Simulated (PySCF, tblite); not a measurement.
**C₂H₁₀OSi₃: geometry, infrared bands and NMR shifts**

What infrared bands and NMR shifts should C₂H₁₀OSi₃ (`C[C@H]1[SiH2][Si@H](O)[SiH2]1`) show?

The runs use tblite 0.8.0 and PySCF 2.14.0, with density-fitted response routines of our own; the level of theory stands in each step. All values are computed, except where a source is named. Atoms are numbered from 0 throughout.

## (1) Starting geometry

16 atoms, charge 0, multiplicity 1; geometry from: force field or distance geometry start.

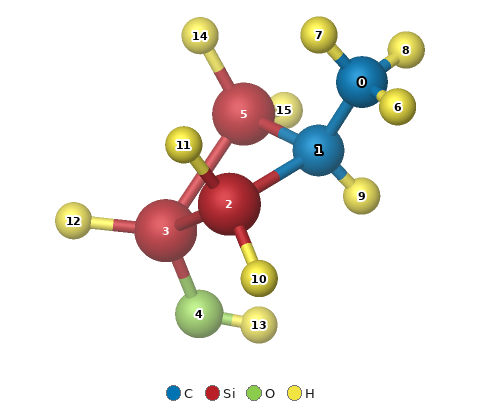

The starting geometry (carbon blue, silicon red, oxygen green, hydrogen yellow), atoms numbered.

## (2) Relaxing the molecule with GFN2-xTB

What the job is given:

```
{"job": {"kind": "relax", "xc": "GFN2-xTB", "basis": "xTB"}, "charge": 0, "multiplicity": 1}
C     -2.088100    -0.195100    -0.746400
C     -0.604500    -0.327400    -0.562000
Si     0.392500     1.324400    -0.497800
Si     1.917900     0.336200     0.857500
O      3.074000    -0.554800     0.078100
Si    -0.043800    -0.793000     1.233300
H     -2.324500     0.184000    -1.754400
H     -2.554300     0.495800    -0.019800
H     -2.588100    -1.168100    -0.647100
H     -0.159300    -1.019700    -1.278000
H      0.897900     1.703300    -1.844000
H     -0.392200     2.413200     0.157400
H      2.461200     1.139300     1.996900
H      2.801200    -1.110300    -0.678800
H     -0.906100    -0.159000     2.274600
H      0.108700    -2.259900     1.419100
```

On the command line:

```bash
$ OMP_NUM_THREADS=1 python probes_run.py task.json out
```

This one command runs all jobs of the session in turn.

Standard output:

```text
step      E/eV     max force
  0    -506.17471    1.657
  1    -506.29528    0.872
  2    -506.37432    0.736
  3    -506.43189    0.796
  4    -506.52473    0.669
  5    -506.56829    0.441
  6    -506.60104    0.469
  7    -506.63060    0.474
  8    -506.65477    0.447
  9    -506.67102    0.323
 10    -506.68204    0.240
 11    -506.69066    0.293
 12    -506.70065    0.382
 13    -506.70991    0.272
 14    -506.71469    0.149
 15    -506.71703    0.128
 16    -506.71932    0.162
 17    -506.72180    0.181
 18    -506.72397    0.121
 19    -506.72536    0.089
 20    -506.72644    0.090
 21    -506.72788    0.115
 22    -506.72986    0.142
 23    -506.73178    0.126
 24    -506.73314    0.087
 25    -506.73410    0.083
 26    -506.73504    0.095
 27    -506.73619    0.100
 28    -506.73748    0.099
 29    -506.73890    0.108
 30    -506.74076    0.122
 31    -506.74333    0.141
 32    -506.74617    0.119
 33    -506.74843    0.099
 34    -506.75000    0.095
 35    -506.75135    0.106
 36    -506.75310    0.129
 37    -506.75528    0.115
 38    -506.75749    0.129
 39    -506.75946    0.126
 40    -506.76120    0.097
 41    -506.76264    0.091
 42    -506.76382    0.089
 43    -506.76493    0.092
 44    -506.76612    0.083
 45    -506.76753    0.096
 46    -506.76923    0.111
 47    -506.77137    0.120
 48    -506.77405    0.163
 49    -506.77709    0.221
 50    -506.78079    0.239
 51    -506.78522    0.168
 52    -506.78755    0.102
 53    -506.78898    0.112
 54    -506.79003    0.089
 55    -506.79090    0.091
 56    -506.79167    0.054
 57    -506.79226    0.051
 58    -506.79265    0.059
 59    -506.79311    0.065
 60    -506.79365    0.072
 61    -506.79431    0.081
 62    -506.79508    0.090
 63    -506.79611    0.091
 64    -506.79755    0.085
 65    -506.79911    0.066
 66    -506.80001    0.059
 67    -506.80047    0.060
 68    -506.80093    0.091
 69    -506.80147    0.062
 70    -506.80230    0.067
 71    -506.80310    0.063
 72    -506.80378    0.070
 73    -506.80459    0.078
 74    -506.80558    0.086
 75    -506.80690    0.097
 76    -506.80842    0.103
 77    -506.80075    0.260
 78    -506.80955    0.066
 79    -506.81013    0.051
 80    -506.81101    0.061
 81    -506.81134    0.034
 82    -506.81146    0.023
 83    -506.81176    0.022
 84    -506.81197    0.024
 85    -506.81206    0.021
 86    -506.81211    0.019
 87    -506.81215    0.017
 88    -506.81222    0.020
 89    -506.81226    0.023
 90    -506.81231    0.020
 91    -506.81234    0.011
 92    -506.81235    0.009
```

It took 0.77 s on 1 thread of Arm Neoverse V1, shared host; peak memory 0.18 GiB.

Step by step: (not every step is listed)

| step | energy from step 0 (eV) | largest force (eV/Å) |
| --- | --- | --- |
| 0 | 0.0000 | 1.6575 |
| 1 | -0.1206 | 0.8716 |
| 2 | -0.1996 | 0.7357 |
| 3 | -0.2572 | 0.7963 |
| 4 | -0.3500 | 0.6693 |
| 5 | -0.3936 | 0.4405 |
| 6 | -0.4263 | 0.4693 |
| 7 | -0.4559 | 0.4743 |
| 8 | -0.4801 | 0.4466 |
| 15 | -0.5423 | 0.1284 |
| 22 | -0.5551 | 0.1418 |
| 29 | -0.5642 | 0.1075 |
| 36 | -0.5784 | 0.1291 |
| 43 | -0.5902 | 0.0921 |
| 50 | -0.6061 | 0.2387 |
| 57 | -0.6175 | 0.0514 |
| 64 | -0.6228 | 0.0854 |
| 71 | -0.6284 | 0.0633 |
| 78 | -0.6348 | 0.0660 |
| 85 | -0.6373 | 0.0212 |
| 87 | -0.6374 | 0.0171 |
| 88 | -0.6375 | 0.0200 |
| 89 | -0.6375 | 0.0228 |
| 90 | -0.6376 | 0.0202 |
| 91 | -0.6376 | 0.0108 |
| 92 | -0.6376 | 0.0091 |

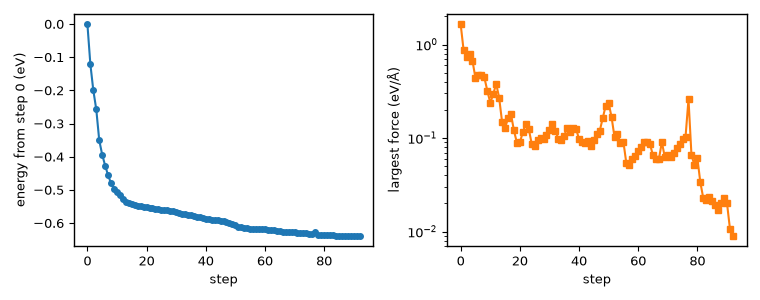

Energy and force, step by step.

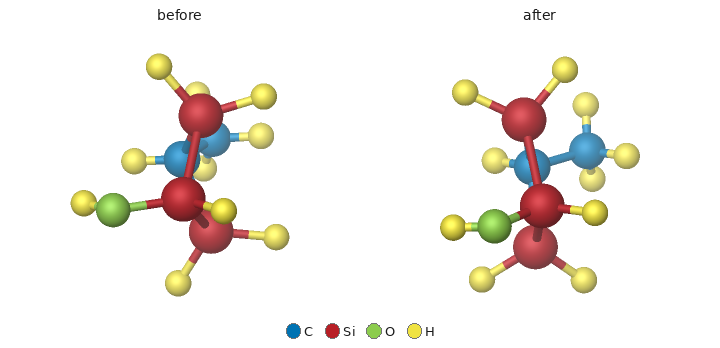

The geometry before (left) and after (right).

Distances of close pairs at the start and the end, largest changes first:

| bond | before (Å) | after (Å) | change (Å) |
| --- | --- | --- | --- |
| Si2–Si3 | 2.267 | 2.339 | +0.072 |
| Si3–Si5 | 2.294 | 2.339 | +0.044 |
| Si3–H12 | 1.496 | 1.464 | -0.032 |
| O4–H13 | 0.978 | 0.952 | -0.026 |
| C0–C1 | 1.501 | 1.527 | +0.026 |
| Si5–H14 | 1.493 | 1.469 | -0.025 |
| Si2–H11 | 1.493 | 1.469 | -0.025 |
| C0–H7 | 1.106 | 1.089 | -0.016 |

The end geometry stands in the next job.

## (3) Infrared spectrum with GFN2-xTB

What the job is given:

```
{"job": {"kind": "ir", "xc": "GFN2-xTB", "basis": "xTB"}, "charge": 0, "multiplicity": 1}
C     -2.139023     0.231663    -0.239750
C     -0.776221    -0.346424    -0.612544
Si     0.516557     1.044852    -1.033364
Si     1.638703     0.432151     0.925400
O      3.227012     0.036111     0.828830
Si     0.051303    -1.284620     0.876633
H     -2.569574     0.788993    -1.071099
H     -2.052318     0.910365     0.607916
H     -2.839421    -0.557142     0.033375
H     -0.936858    -1.013352    -1.464288
H      1.139237     0.783937    -2.345086
H     -0.137420     2.350676    -1.191519
H      1.753294     1.344791     2.064377
H      3.567061    -0.568505     0.177076
H     -0.906148    -1.502806     1.968733
H      0.456216    -2.641745     0.463901
```

Standard output:

```text
mode    cm-1     km/mol
  1      27.6      0.30
  2     138.1      0.08
  3     144.8     13.86
  4     226.0      0.06
  5     234.3      4.04
  6     253.3      5.33
  7     297.6    141.59
  8     327.8      1.23
  9     329.9      5.14
 10     386.7     34.22
 11     392.1      0.05
 12     428.1      0.18
 13     468.0    136.57
 14     513.9      0.74
 15     530.6     29.52
 16     576.4     73.86
 17     602.4     84.01
 18     666.5     15.57
 19     686.8     43.23
 20     708.8    653.77
 21     789.0    338.71
 22     809.5    443.34
 23     824.0     11.60
 24     863.0    135.99
 25     988.7      5.10
 26    1023.5     10.68
 27    1082.2     22.79
 28    1127.5     14.86
 29    1283.9      0.41
 30    1420.5      0.96
 31    1518.5      0.19
 32    1521.4      2.95
 33    2132.0     67.18
 34    2138.4    636.58
 35    2189.3    349.47
 36    2193.2    216.85
 37    2212.2    541.44
 38    2931.4     37.83
 39    2993.0     37.10
 40    2997.7     61.67
 41    3012.9     25.29
 42    3691.4     11.49
```

It took 0.66 s on 1 thread of Arm Neoverse V1, shared host; peak memory 0.18 GiB.

The strongest bands and the atoms that carry them (share of the mass-weighted mode):

| cm⁻¹ | km/mol | atoms |
| --- | --- | --- |
| 298 | 141.6 | H13 66 %, O4 16 % |
| 709 | 653.8 | H10 16 %, H15 16 %, C1 14 %, H11 12 % |
| 789 | 338.7 | H13 47 %, O4 12 % |
| 810 | 443.3 | H15 25 %, H14 24 %, H10 23 %, H11 22 % |
| 2138 | 636.6 | H15 54 %, H10 39 % |
| 2189 | 349.5 | H11 73 %, H14 20 % |
| 2193 | 216.8 | H14 72 %, H11 19 % |
| 2212 | 541.4 | H12 91 % |

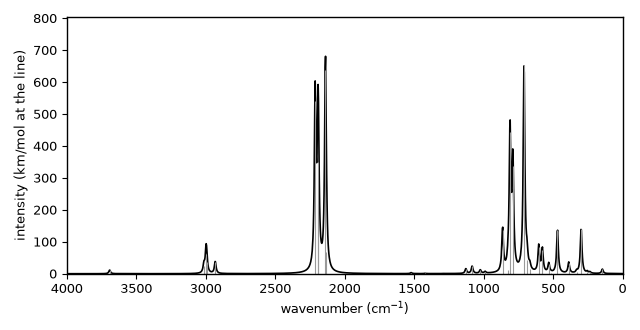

The infrared spectrum from these modes, unscaled. Lines are broadened to a width of 14 cm⁻¹ (Lorentzian).

## (4) Shielding tensors: PBE0/pcSseg-1

Settings changed since step 3:

```diff
@@ -1,2 +1,2 @@
-{"job": {"kind": "ir", "xc": "GFN2-xTB", "basis": "xTB"}, "charge": 0, "multiplicity": 1}
+{"job": {"kind": "nmr", "xc": "PBE0", "basis": "pcSseg-1"}, "charge": 0, "multiplicity": 1}
 C     -2.139023     0.231663    -0.239750
```

Method: GIAO PBE0/pcSseg-1 NMR shielding, non-relativistic, gas phase.

Standard output:

```text
coarse grid: 14336 points
cycle   1  E = -1025.1913994573  dE =  4.293e-01  |g| = 7.770e-01  |ddm| = 3.612e+00
cycle   2  E = -1024.9915180724  dE =  1.999e-01  |g| = 1.258e+00  |ddm| = 1.925e+00
cycle   3  E = -1025.3072071840  dE = -3.157e-01  |g| = 9.699e-02  |ddm| = 1.431e+00
cycle   4  E = -1025.3084866372  dE = -1.279e-03  |g| = 5.884e-02  |ddm| = 1.562e-01
cycle   5  E = -1025.3093720000  dE = -8.854e-04  |g| = 9.697e-03  |ddm| = 6.427e-02
cycle   6  E = -1025.3093931761  dE = -2.118e-05  |g| = 3.341e-03  |ddm| = 1.187e-02
cycle   7  E = -1025.3093958201  dE = -2.644e-06  |g| = 5.281e-04  |ddm| = 3.121e-03
final grid: 123128 points
cycle   8  E = -1025.3524841661  dE = -2.044e-05  |g| = 7.727e-03  |ddm| = 2.118e-02
cycle   9  E = -1025.3524691044  dE =  1.506e-05  |g| = 1.126e-02  |ddm| = 1.617e-02
cycle  10  E = -1025.3524968565  dE = -2.775e-05  |g| = 9.438e-04  |ddm| = 1.063e-02
cycle  11  E = -1025.3524970350  dE = -1.784e-07  |g| = 2.318e-04  |ddm| = 1.009e-03
cycle  12  E = -1025.3524970466  dE = -1.166e-08  |g| = 4.638e-05  |ddm| = 2.260e-04
cycle  13  E = -1025.3524970470  dE = -4.136e-10  |g| = 2.361e-05  |ddm| = 7.133e-05
converged SCF energy = -1025.3524970470

GIAO shielding tensors (ppm)
atom      isotropic    diamagn.    paramagn.     s11        s22        s33       span
  0 C      165.638     244.946     -79.308    143.539    172.286    181.089     37.551
  1 C      186.376     257.407     -71.030    181.737    186.048    191.344      9.607
  2 Si     392.218     881.898    -489.680    318.799    371.053    486.802    168.002
  3 Si     327.127     877.942    -550.815    251.814    335.189    394.378    142.564
  4 O      312.217     384.205     -71.989    240.055    337.941    358.654    118.600
  5 Si     392.262     881.903    -489.641    318.883    371.185    486.718    167.834
  6 H       30.325      29.355       0.970     25.062     28.122     37.790     12.729
  7 H       30.536      30.519       0.018     26.968     29.076     35.565      8.597
  8 H       30.323      29.350       0.974     25.062     28.116     37.792     12.730
  9 H       30.605      33.015      -2.410     26.367     28.274     37.174     10.808
 10 H       26.928      30.462      -3.534     24.058     25.061     31.665      7.607
 11 H       27.463      30.352      -2.889     24.053     25.943     32.393      8.340
 12 H       25.260      28.967      -3.707     21.841     25.021     28.918      7.077
 13 H       31.295      31.853      -0.558     23.090     28.223     42.571     19.481
 14 H       27.466      30.356      -2.890     24.055     25.944     32.400      8.346
 15 H       26.931      30.466      -3.535     24.061     25.063     31.670      7.609
```

It took 26 s on 1 thread of Arm Neoverse V1, shared host; peak memory 0.8 GiB.

The references, computed at this level on geometries of the same kind, shield at (ppm): 1H TMS 31.72, 13C TMS 186.9, 29Si TMS 349.2, 17O H2O 336.1. Their shielding less the atom's gives the shift. The references are single molecules in the gas phase, so shifts against H2O, NH3, PH3, H3PO4 or CFCl3 are not on the usual liquid scales and can be off by tens of ppm. Atoms listed in one row are averaged.

| atoms | environment | σ (ppm) | δ (ppm) | δ scaled to CDCl3 |
| --- | --- | --- | --- | --- |
| C0 | methyl carbon | 165.6 | 21.3 | 18.9 |
| C1 | sp3 CH bonded to 2 Si | 186.4 | 0.5 | -1.4 |
| H12 | hydrogen on a silicon bonded to O, 2 Si, in a 4-membered ring | 25.26 | 6.46 | – |
| H10, H15 | hydrogen on a silicon bonded to C, Si, in a 4-membered ring | 26.93 | 4.79 | – |
| H11, H14 | hydrogen on a silicon bonded to C, Si, in a 4-membered ring | 27.46 | 4.25 | – |
| H6, H7, H8 | hydrogen on a methyl carbon | 30.39 | 1.32 | 1.35 |
| H9 | hydrogen on an sp3 CH bonded to 2 Si | 30.61 | 1.11 | 1.15 |
| H13 | hydrogen on an oxygen bonded to Si | 31.29 | 0.42 | – |
| Si3 | silicon bonded to O, 2 Si, H, in a 4-membered ring | 327.1 | 22.0 | – |
| Si2, Si5 | silicon bonded to C, Si, 2 H, in a 4-membered ring | 392.2 | -43.1 | – |
| O4 | oxygen bonded to Si, H | 312.2 | 23.9 | – |

The scaled column applies a straight-line fit of computed shieldings to shifts measured in CDCl3 (root-mean-square error 0.16 ppm for H, 1.9 ppm for C).

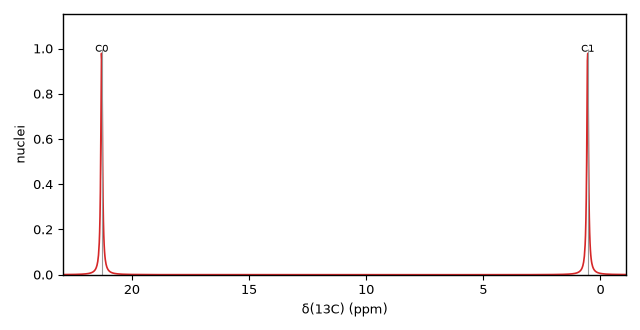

13C lines at the computed shifts, without couplings. Lines are broadened to a width of 0.08 ppm (Lorentzian).

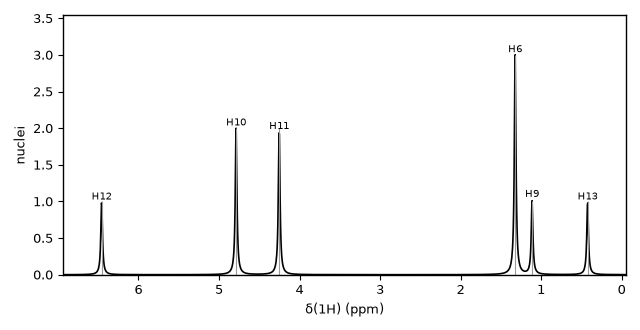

1H lines at the computed shifts, without couplings. Lines are broadened to a width of 0.02 ppm (Lorentzian).

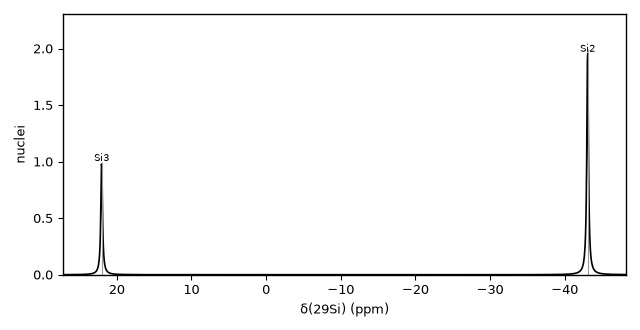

29Si lines at the computed shifts, without couplings. Lines are broadened to a width of 0.26 ppm (Lorentzian).

The run also stored atomic charges by several schemes (e):

| atoms | Mulliken | IAO | Hirshfeld | ESP fit |
| --- | --- | --- | --- | --- |
| C0 | -0.22 | -0.40 | -0.12 | -0.41 |
| C1 | -0.86 | -0.62 | -0.19 | 0.01 |
| Si2, Si5 | 0.34 | 0.38 | 0.22 | 0.13 |
| Si3 | 0.42 | 0.62 | 0.25 | 0.31 |
| O4 | -0.54 | -0.78 | -0.31 | -0.61 |

Hirshfeld charges:

C0 -0.12; C1 -0.19; Si2 0.22; Si3 0.25; O4 -0.31; Si5 0.22; H6 0.04; H7 0.03; H8 0.04; H9 0.03; H10 -0.08; H11 -0.08; H12 -0.08; H13 0.17; H14 -0.08; H15 -0.08

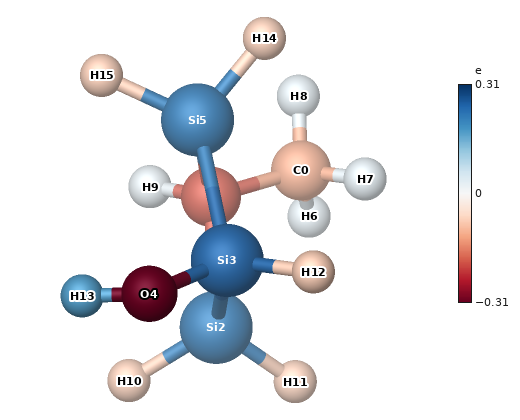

Hirshfeld charges, as colours on the atoms.

Mayer bond orders: C0–C1 1.02, C1–Si2 0.86, Si2–Si3 0.84, Si3–O4 0.99, Si3–Si5 0.84, Si5–C1 0.86.

Ring of atoms C1, Si2, Si3, Si5: NICS(0) 0.8, NICS(1) -1.0, NICS(1)zz 3.9 ppm (means of both faces).

## (5) Summary of results

```
                                                                quantity                                   value
                               strongest single infrared mode (GFN2-xTB)                    709 cm⁻¹, 654 km/mol
                                            zero-point energy (GFN2-xTB)                           68.2 kcal/mol
                                  13C shifts against TMS (PBE0/pcSseg-1)                           21.3, 0.5 ppm
  1H shifts against TMS (PBE0/pcSseg-1, means over atoms taken as alike)  6.46, 4.79, 4.25, 1.32, 1.11, 0.42 ppm
29Si shifts against TMS (PBE0/pcSseg-1, means over atoms taken as alike)                         22.0, -43.1 ppm
                                  17O shifts against H2O (PBE0/pcSseg-1)                                23.9 ppm
```

What this shows: The optimisation took 92 steps and gained 0.638 eV; among the close pairs (by a distance rule), Si2–Si3 changed most, from 2.267 to 2.339 Å. No mode is imaginary among the 42: a minimum at this level. The strongest single mode, at 709 cm⁻¹, is spread over several atoms, H10, H15, C1, H11 among them. Unscaled tight-binding wavenumbers are off by several per cent, some by more. Its intensities can rank the bands wrongly. At PBE0/pcSseg-1: The widest tensor belongs to Si2, Si5: span 168 ppm, with a paramagnetic part of -490 ppm.
